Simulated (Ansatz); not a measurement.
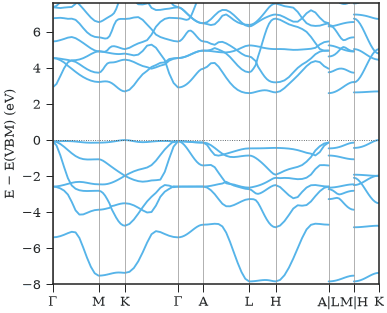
Fig. 1. Band structure from DFT-r²SCAN in the program Ansatz with PAW potentials

The gap is 2.58 eV; an edge lies off the plotted path or next to a special point (maximum at K, minimum off the standard path).

Question: Which of these materials gives this?
A) ScGeCN, P3m1 (Sc on 1b, Ge on 1c, C on 1b, N on 1c)
B) ScAlN2, P3m1 (Sc on 1b, N on 1b, Al on 1c, N on 1c)
C) ScSnCN, P3m1 (Sc on 1b, Sn on 1c, C on 1b, N on 1c)
D) CdGaNO, P3m1 (Ga on 1b, Cd on 1c, O on 1b, N on 1c)

Answer: A, ScGeCN, P3m1 (Sc on 1b, Ge on 1c, C on 1b, N on 1c)

The start of the workflow was typed in or built on a structure type; neither database checked (COD, Materials Project) lists it. Its standing as an ambient phase is unchecked. The r²SCAN relaxation kept the symmetry of its start; its stability against distortions is not shown here. No spin polarisation was allowed. Spin–orbit coupling is left out wherever it is not named.

Potentials: the earlier of the program's two PAW sets. The files were generated under PBE; for other functionals the program regenerates the frozen cores, and for LDA and PBEsol the local potential too.
